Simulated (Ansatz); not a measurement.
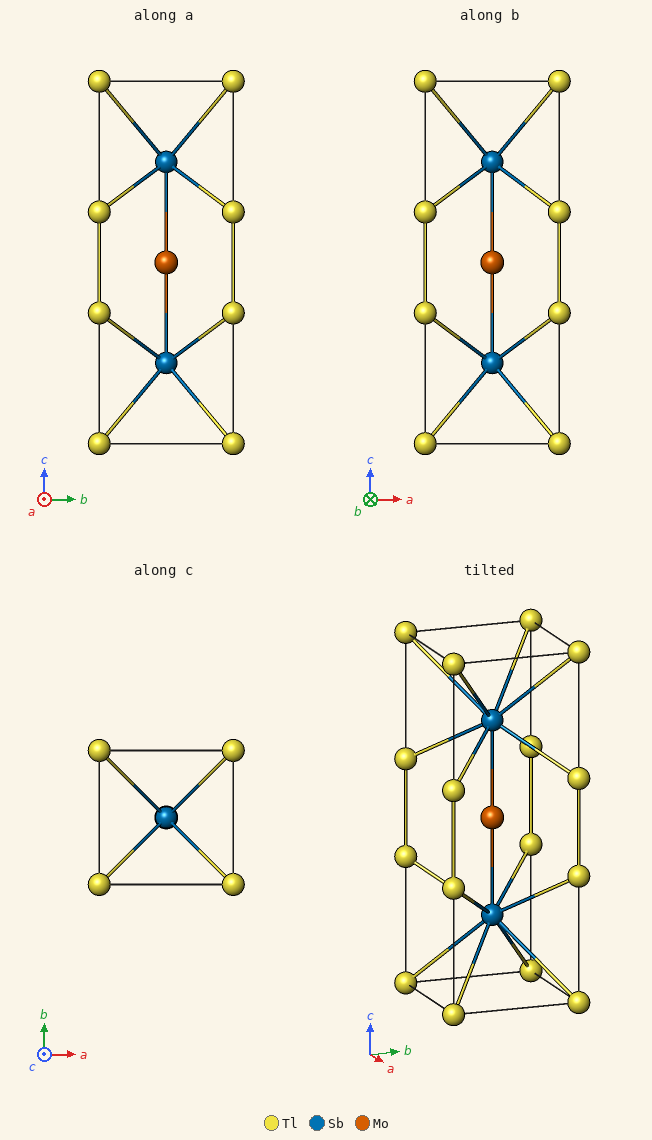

Crystal structure, ball-and-stick style, seen along the a axis, along the b axis, along the c axis and slightly off an axis. The frame is the conventional unit cell; atoms at its boundary are shown with their periodic copies.

Lattice parameters: a = 3.879 Å, b = 3.879 Å, c = 10.491 Å, α = 90.00°, β = 90.00°, γ = 90.00°. Put a along x and b in the xy plane.

Convert the drawing into a POSCAR file, with free fractional coordinates to two decimals.

```
Tl Sb Mo
1.0
     3.879    0.000    0.000
     0.000    3.879    0.000
     0.000    0.000   10.491
Tl Sb Mo
3 2 1
Direct
  0.00 0.00 0.64
  0.00 0.00 0.36
  0.00 0.00 0.00
  0.50 0.50 0.78
  0.50 0.50 0.22
  0.50 0.50 0.50
```

The initial geometry was a random cell made by a generator, so it need not be a real form of the compound. Earlier steps of the study may have refined or changed the cell and positions. Ansatz was used for an electronic-structure calculation on it.
